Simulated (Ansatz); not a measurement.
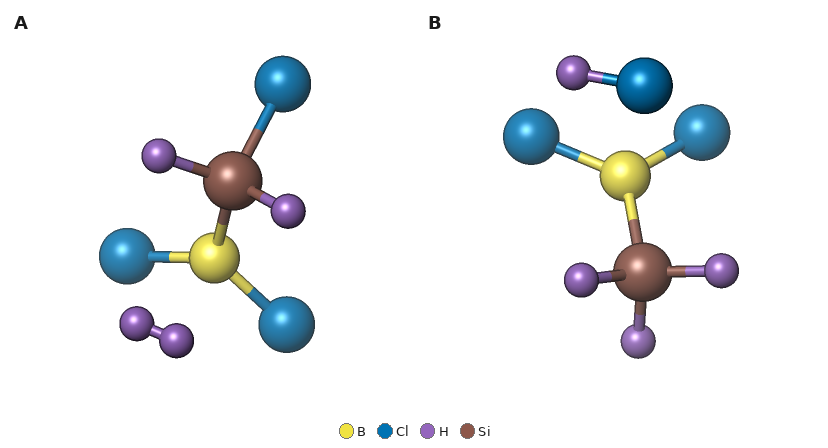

2 stationary structures of one formula. Geometries: PBE0-D4/def2-TZVP. Electronic energies: CCSD(T)/CBS (MP2 limit from def2-TZVPP and def2-QZVPP plus CCSD(T) − MP2) (Ansatz 0.2.0), without zero-point energy. Each is one conformer, not always the lowest.

> Which is lowest in energy, and by how much?

A is lowest (a minimum); B lies 0.661 eV above it (a minimum).

Give E(B) − E(A) in eV at these levels too: CCSD(T)/CBS (MP2 limit from def2-TZVPP and def2-QZVPP plus CCSD(T) − MP2); BLYP-D4/def2-TZVPP; PBE-D4/def2-SVP; PBE0-D4/def2-TZVP; B3LYP-D4/6-31G; RHF-MP2 (frozen core)/def2-QZVPP; CAM-B3LYP-D4/def2-TZVPP; PBE0-D4/def2-SVP.

```csv
level,E(B) − E(A) (eV)
CCSD(T)/CBS (MP2 limit from def2-TZVPP and def2-QZVPP plus CCSD(T) − MP2),+0.661
BLYP-D4/def2-TZVPP,+0.643
PBE-D4/def2-SVP,+0.493
PBE0-D4/def2-TZVP,+0.654
B3LYP-D4/6-31G,+0.430
RHF-MP2 (frozen core)/def2-QZVPP,+0.731
CAM-B3LYP-D4/def2-TZVPP,+0.603
PBE0-D4/def2-SVP,+0.483
```
